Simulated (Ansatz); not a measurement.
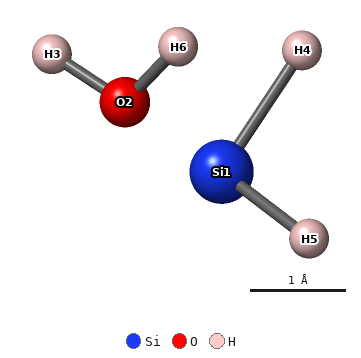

Fig. 1: The input geometry (ball-and-stick view, seen at a tilt; atoms are numbered from 1 in the order of the input).

## SiH4O: single-point calculation

System: SiH4O.
Method: RKS PBE0-D4/def2-TZVPP (Ansatz 0.2.0).

The geometry is the product side of a reaction. The reaction was set up to form O2–H3 and to break Si1–O2 and Si1–H3 (atoms counted from 1 in the order of the input); sticks are drawn by distance alone. The geometry comes from this level: PBE0-D4/def2-TZVP.

## Output
```
Functional definition: PBE0
  name "PBE0"
  cite "Adamo & Barone, J. Chem. Phys. 110, 6158 (1999) doi:10.1063/1.478522"
  cite "Perdew, Burke & Ernzerhof, Phys. Rev. Lett. 77, 3865 (1996) doi:10.1103/PhysRevLett.77.3865"
  parent pbe
  parameter a = 0.25
  parameter kappa = 0.804
  parameter beta = 0.06672455060314922
  exchange = (1 - a)*pbe_x(kappa = kappa, mu = beta*pi^2/3) + a*exact_x
  correlation = pbe_c(beta = beta)
678 factors; their error is unknown
mean field evaluation 1: about -9980.7838 eV, gradient 4.3e1 eV
mean field evaluation 2: about -9977.8378 eV, gradient 6.0e1 eV
mean field evaluation 4: about -9983.7777 eV, gradient 1.1e0 eV
mean field evaluation 8: about -9983.8009 eV, gradient 2.1e-1 eV
mean field -9983.80098250 eV, -366.8979188435 hartree, gradient 2.8e-5 eV, S^2 0.000000; 0 other end points of the search recorded, 0 dependent functions left out
reference -9983.80100733 eV, -366.8979197560 hartree; 13, 13 occupied and 116, 116 virtual orbitals, 678 factors
Total energy: -9983.85867354 eV, -366.9000389502 hartree
```

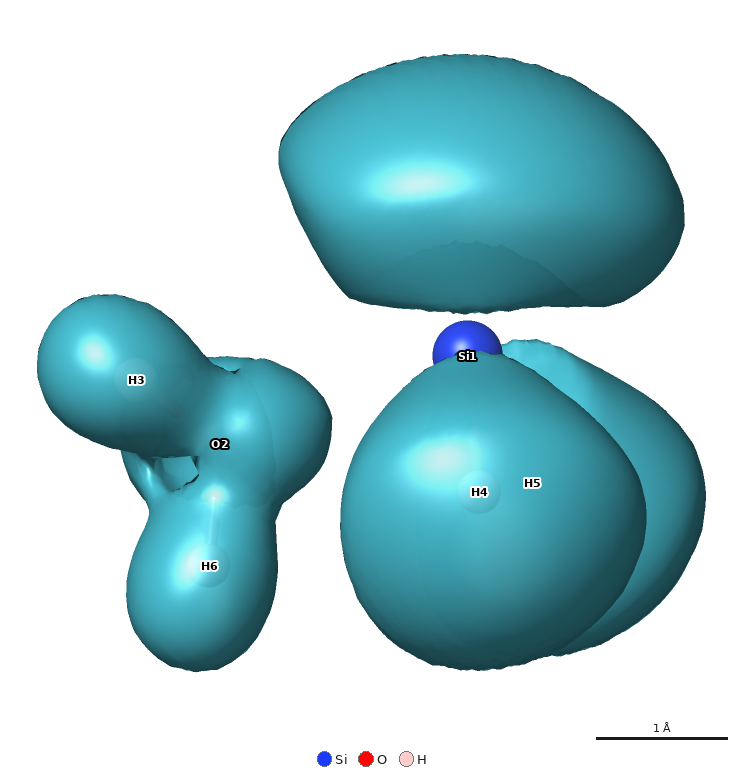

Fig. 2: Isosurface of the ELF at 0.75 (cyan), seen from the side. Only the valence region is drawn (cores and ρ < 0.01 e/Å³ removed). Along the contacts the grid gives the following. Si1···O2 (2.06 Å): the ELF peaks at about 0.90 between the atoms. O–H (0.96 Å): the ELF climbs to about 1 towards the hydrogen, as it does in any bond to H; a covalent bond by its length.

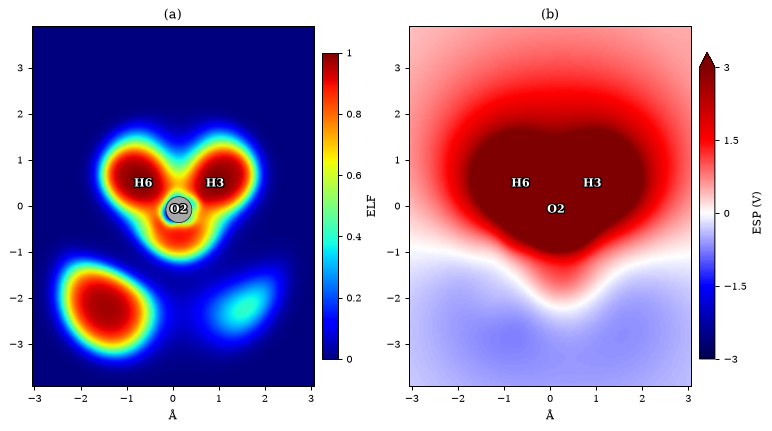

Fig. 3: (a) ELF; (b) molecular electrostatic potential on the plane of atoms H3, O2 and H6. Grey discs, where drawn, cover atomic cores. The plane passes through O and H nuclei. O–H (0.96 Å): the ELF climbs to about 1 towards the hydrogen (a covalent bond by its length).

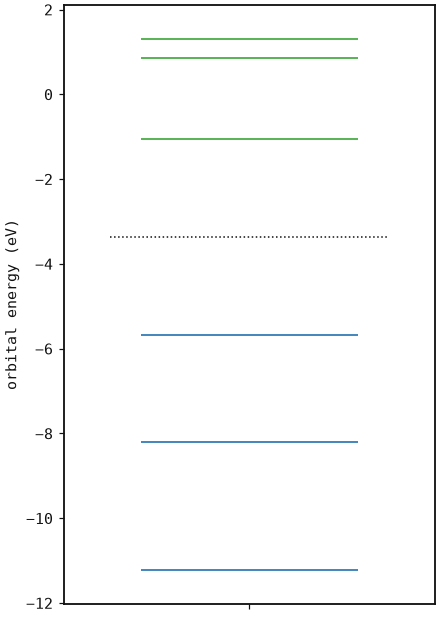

Fig. 4: Orbital energies near the frontier; the dotted line parts filled from empty levels, and levels within 0.02 eV of each other stand side by side. Highest filled −5.68 eV, lowest empty −1.06 eV, 4.62 eV apart.

The run was set up as follows.

## Input file
```yaml
crystal:
  periodic: [false, false, false]
  atoms:
    - {symbol: Si, position_ang: [-1.220344, 0.167742, -0.074509]}
    - {symbol: O, position_ang: [0.677063, -0.503383, -0.508942]}
    - {symbol: H, position_ang: [0.722262, -1.459876, -0.408262]}
    - {symbol: H, position_ang: [-0.768805, 0.351456, 1.377785]}
    - {symbol: H, position_ang: [-0.736296, 1.555669, -0.471592]}
    - {symbol: H, position_ang: [1.326121, -0.111608, 0.085520]}
basis:
  gaussian: {orbitals: def2-TZVPP}
hamiltonian: {xc: pbe0, dispersion: d4}
output: {orbitals: {seedname: orbitals}}
```

Run as:
```bash
ansatz run in.yaml --threads 2 --pin off --events-out ev --progress --plain --max-ram 4352MiB
```

## Summary

| quantity | value |
| --- | --- |
| outcome | converged |
| total energy | −9983.8587 eV |
| mean-field energy | −9983.8010 eV |
| dispersion energy | −0.0577 eV |
| SCF solution under orbital rotations | stable |
| HOMO | −5.68 eV |
| LUMO | −1.06 eV |
| hardware | 2 threads of Arm Neoverse V1, 23 GiB of memory available, shared host |
| wall time | 1 s (CPU time 1.8 s) |
| peak memory | 0.31 GiB |
